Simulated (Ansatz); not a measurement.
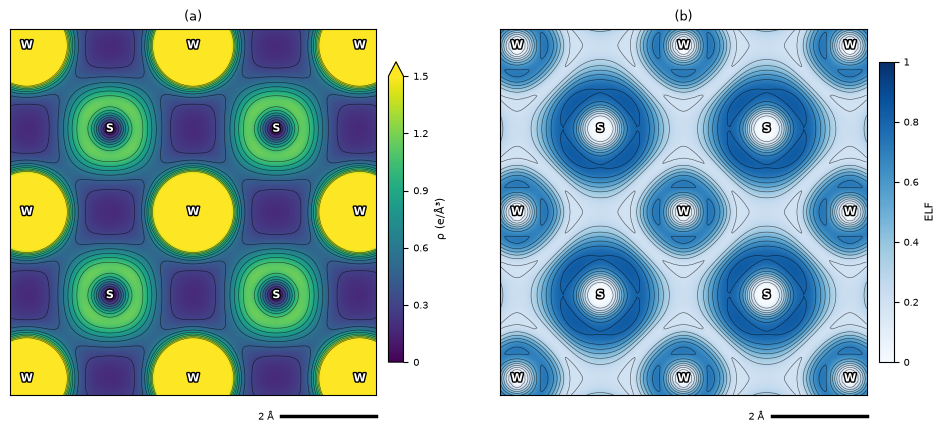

The picture shows: WS. (a) valence pseudo-density; (b) electron localisation function on the (110) plane of the calculation cell.

Space group Fm-3m; started from the rock salt prototype, which need not be the ambient phase; the program warned that a starting moment wasn't kept; spin-polarised, but the moments vanished.

All numbers below come from DFT PBE, scalar-relativistic, plane waves, PAW (Ansatz 0.2.0).

In a PAW calculation such maps are meaningful between the atoms, not at the nuclei.

The calculation's input:

```
crystal:
  lattice:
    - [0.0, 2.4778265346, 2.4778265346]
    - [2.4778265346, 0.0, 2.4778265346]
    - [4.9556530692, 4.9556530692, 0.0]
  atoms:
    - { symbol: W, position: [1.0, 0.0, 0.0], spin: 1.0 }
    - { symbol: S, position: [0.5, 0.5, 0.25] }
    - { symbol: W, position: [1.0, 0.0, 0.5], spin: -1.0 }
    - { symbol: S, position: [0.5, 0.5, 0.75] }
basis:
  ecutwfc: 420
kpoints:
  mp_grid: { grid: [14, 14, 7] }
hamiltonian:
  xc: pbe
scf:
  occupations: { method: gaussian, width: 0.1 }
  lower_state_search: "off"
output:
  forces: true
  stress: true
  eigenvalues: true
  populations: true
  write_density: true
  write_potential: true
  elf: true
  volumetric_format: npy
magnetization:
  spin_polarized: true
```

Launched as:

```sh
ansatz run input.yaml --threads 1 --pin off --max-ram 2560MiB --backend cpu --events-out ev --progress --plain --runs-dir out
```

Question: Read the bonding off the picture.

Answer: The plane passes through W and S nuclei.
W–S (2.48 Å): ρ is about 0.51 e/Å³ halfway; the ELF peaks at about 0.85 in the valence shell of S, 0.8 Å from its nucleus, and is about 0.35 at the midpoint.
Between the atoms the lowest density in this plane is 0.18 e/Å³.
The features right at W lie inside the PAW spheres, where the map follows smoothed inner orbitals and isn't to be read closely.
